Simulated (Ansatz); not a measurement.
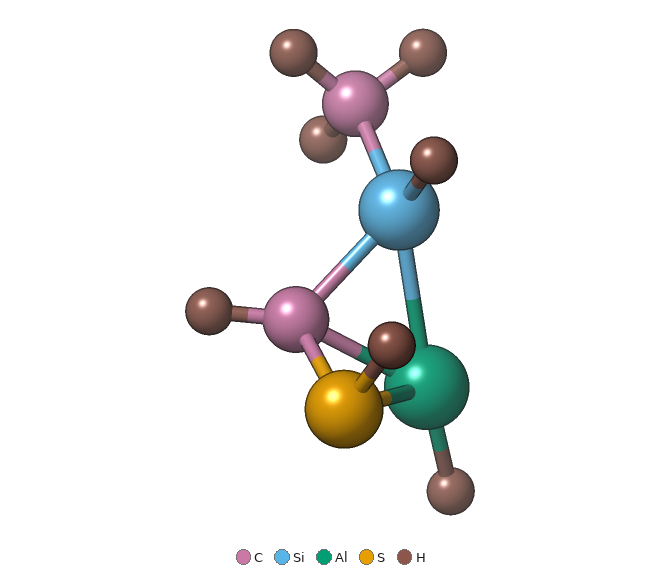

Computed geometry: PBE0-D4/def2-TZVP optimisation. No frequency run is at hand to confirm it as a minimum.

**Count the atoms of each element.**

C₂H₇AlSSi, 12 atoms: 2 carbon, 7 hydrogen, 1 aluminium, 1 sulfur and 1 silicon.

**Count the bonded pairs by element.**

4 C–H, 2 C–Si, 1 Al–S, 1 Al–Si, 1 C–S, 1 Si–H, 1 C–Al, 1 Al–H, 1 S–H. Sticks follow a distance rule.

**Which point group does it belong to?**

C1.

More results for the same structure follow; atom numbers are the same in all pictures, views and colours differ.

**Shape**

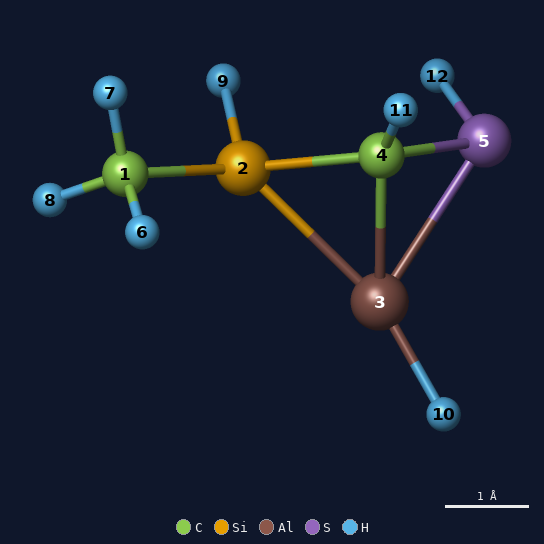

The atoms are numbered. No frequency run is at hand to confirm it as a minimum.

**Describe the coordination of atom 5.**

S5 has 3 neighbours (Al3 at 2.35, C4 at 1.79, H12 at 1.36 Å); the arrangement is trigonal pyramidal.

**Describe the coordination of atom 1.**

C1 has 4 neighbours (Si2 at 1.87, H6 at 1.09, H7 at 1.09, H8 at 1.09 Å); the arrangement is tetrahedral.

**What is the dihedral angle C1–Si2–Al3–C4?**

97° in size, that is about perpendicular.

**Levels of theory compared**

No frequency run is at hand to confirm it as a minimum. Program: Ansatz 0.2.0.

Compare HOMO–LUMO gap (eV) at these levels: B3LYP-D4/def2-TZVPP; PBE-D4/def2-TZVPP; PBE0-D4/def2-TZVPP; r2SCAN-D4/def2-TZVPP; ωB97M-V/def2-TZVPP; ωB97X-V/def2-TZVPP.

```tsv
level	HOMO–LUMO gap (eV)
B3LYP-D4/def2-TZVPP	5.19
PBE-D4/def2-TZVPP	3.83
PBE0-D4/def2-TZVPP	5.54
r2SCAN-D4/def2-TZVPP	4.29
ωB97M-V/def2-TZVPP	9.08
ωB97X-V/def2-TZVPP	9.56
```

**Dipole moment**

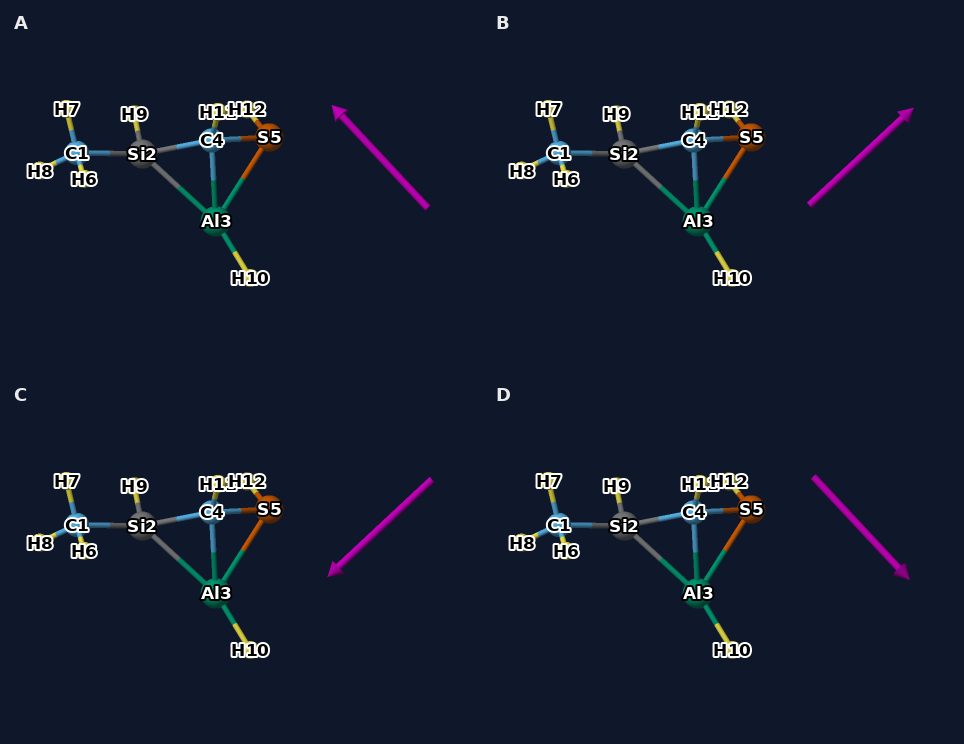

The same molecule four times, each with an arrow. No frequency run is at hand to confirm it as a minimum. Properties computed with RKS ωB97M-V/def2-TZVPP (Ansatz 0.2.0).

**Which arrow points along the dipole moment, from the negative to the positive end?**

A. The dipole moment is 0.68 D; it points from the side of H10 to the side of H7 (the outermost atoms at the two ends).

**Charges**

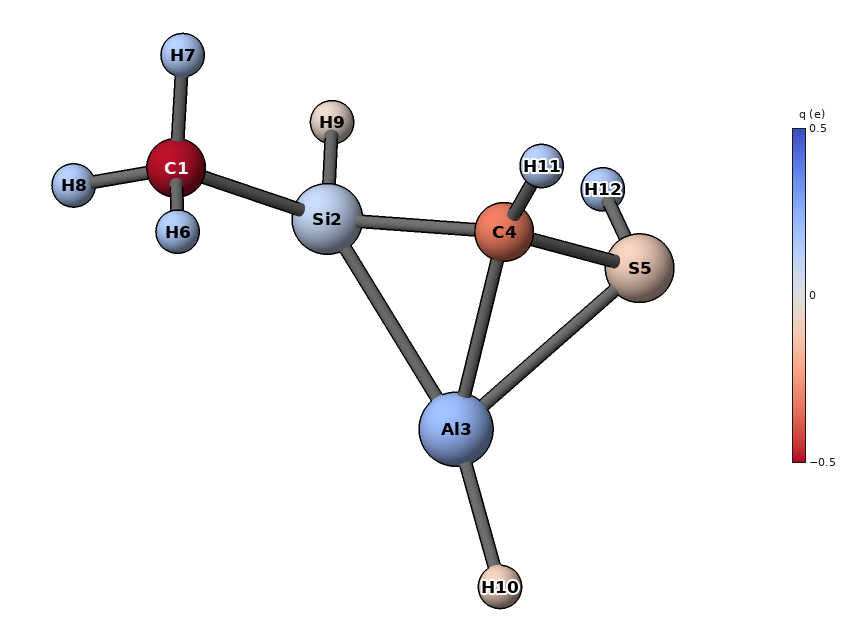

Atoms are coloured by their Mulliken charges. No frequency run is at hand to confirm it as a minimum. Method: RKS PBE0-D4/def2-TZVP (Ansatz 0.2.0).

**Which atom carries the highest charge (most positive or least negative)?**

Al3 (0.20 e).

**And the lowest?**

C1 (−0.49 e).

Give the Mulliken charges atom by atom.

| atom | value (e) |
| --- | --- |
| C1 | −0.49 |
| Si2 | 0.09 |
| Al3 | 0.20 |
| C4 | −0.31 |
| S5 | −0.09 |
| H6 | 0.14 |
| H7 | 0.14 |
| H8 | 0.14 |
| H9 | −0.04 |
| H10 | −0.09 |
| H11 | 0.14 |
| H12 | 0.16 |

Mulliken values depend strongly on the basis set and can even reverse the polarity of a bond.
